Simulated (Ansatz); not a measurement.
Input file:

```
crystal:
  periodic: [false, false, false]
  atoms:
    - {symbol: C, position_ang: [-1.262327, -2.570791, -0.938564]}
    - {symbol: C, position_ang: [-1.132074, -1.312092, -0.092481]}
    - {symbol: C, position_ang: [-1.951985, -1.407971, 1.185525]}
    - {symbol: N, position_ang: [-1.504068, -0.135669, -0.856659]}
    - {symbol: Ti, position_ang: [-0.622242, 1.316879, -1.588084]}
    - {symbol: Cl, position_ang: [-1.701265, 3.172631, -0.991053]}
    - {symbol: Cl, position_ang: [-0.534253, 1.078078, -3.797394]}
    - {symbol: N, position_ang: [1.116562, 1.207192, -0.964669]}
    - {symbol: C, position_ang: [1.818569, 1.520407, 0.270127]}
    - {symbol: C, position_ang: [0.832017, 1.772618, 1.395210]}
    - {symbol: C, position_ang: [2.790176, 0.403487, 0.622176]}
    - {symbol: H, position_ang: [-0.936955, -3.451034, -0.378287]}
    - {symbol: H, position_ang: [-0.659888, -2.490132, -1.844835]}
    - {symbol: H, position_ang: [-2.303591, -2.727641, -1.236308]}
    - {symbol: H, position_ang: [-0.078399, -1.185404, 0.174097]}
    - {symbol: H, position_ang: [-3.013586, -1.535472, 0.951414]}
    - {symbol: H, position_ang: [-1.846041, -0.502993, 1.786674]}
    - {symbol: H, position_ang: [-1.637675, -2.264819, 1.786339]}
    - {symbol: H, position_ang: [-2.498863, -0.145995, -1.081006]}
    - {symbol: H, position_ang: [1.760875, 0.927257, -1.701008]}
    - {symbol: H, position_ang: [2.398680, 2.441420, 0.113767]}
    - {symbol: H, position_ang: [0.151655, 2.590917, 1.153013]}
    - {symbol: H, position_ang: [0.236381, 0.876950, 1.592330]}
    - {symbol: H, position_ang: [1.364427, 2.033895, 2.311617]}
    - {symbol: H, position_ang: [3.503113, 0.227724, -0.187655]}
    - {symbol: H, position_ang: [3.358391, 0.658699, 1.519759]}
    - {symbol: H, position_ang: [2.250668, -0.528639, 0.809353]}
basis:
  gaussian: {orbitals: def2-TZVPP}
hamiltonian: {xc: pbe0, dispersion: d4}
output: {orbitals: {seedname: orbitals}}
```

Command:

```sh
ansatz run in.yaml --threads 11 --pin off --events-out ev --progress --plain --max-ram 174080MiB --backend cuda --devices 0, --max-vram 75GiB
```

Geometry: PBE0-D4/def2-TZVP.

Theory: Ansatz 0.2.0, RKS PBE0-D4/def2-TZVPP.

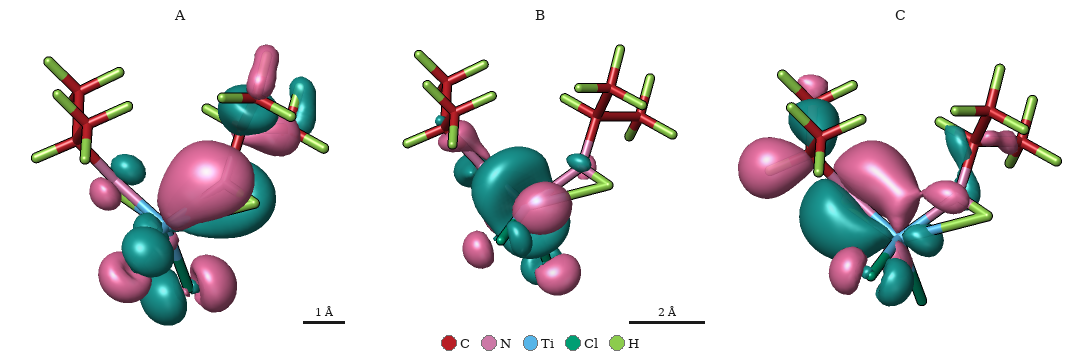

C6H16Cl2N2Ti. Three frontier orbitals at ±0.1 Å⁻³ᐟ² (teal and pink are the two phases), in no order.

Q: Which picture is the HOMO−1, the HOMO and the LUMO?

A: C is the HOMO−1 (−7.55 eV). By Hirshfeld shares it lies mainly on N8 (about 45 %), Ti5 (about 15 %), C9 (about 10 %) and H21 (about 5 %). A is the HOMO (−7.25 eV). It lies mainly on N4 (about 45 %), Ti5 (about 10 %), Cl7 (about 10 %), Cl6 (about 5 %) and C2 (about 5 %). B is the LUMO (−2.06 eV). Its weight (Hirshfeld) is mainly on Ti5 (about 75 %) and Cl7 (about 5 %).

Q: What is the HOMO–LUMO gap?

A: 5.19 eV between the orbital energies.
